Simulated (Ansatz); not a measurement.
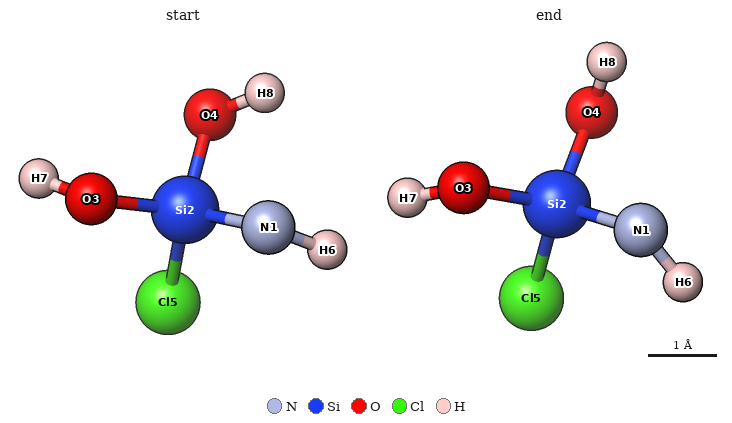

The structure of SiNH3O2Cl (multiplicity 2) (coarse preliminary run) before (left) and after (right) a relaxation, at one scale.

Style: ball-and-stick. Shown face on.

The start comes from a force field.

All numbers below come from UKS PBE-D4/def2-SVP in Ansatz 0.2.0. Settings: force threshold 0.03 eV/Å; at most 200 steps.

Q: Describe what moved and what it gained.

A: The energy falls by 0.491 eV in 10 geometry steps. The largest force component goes from 2.6 to 0.022 eV/Å. The largest move after the best rigid fit is that of H8, 0.59 Å. Largest moves by element: H 0.59 Å, O 0.31 Å, Si 0.13 Å, N 0.10 Å, Cl 0.09 Å. Near-neighbour distances that change, for instance: Si2–O4 1.601 → 1.670 Å, Si2–O3 1.604 → 1.662 Å, N1–Si2 1.690 → 1.747 Å, N1–H6 1.089 → 1.037 Å. Among the angles between lasting bonds that change: Si2–O4–H8 106.1° → 113.2°, Si2–N1–H6 106.7° → 113.4°, O3–Si2–O4 108.5° → 113.9°. Groups turn about Si2–O4 by about 50°, Si2–O3 by about 30°, N1–Si2 by about 25°.
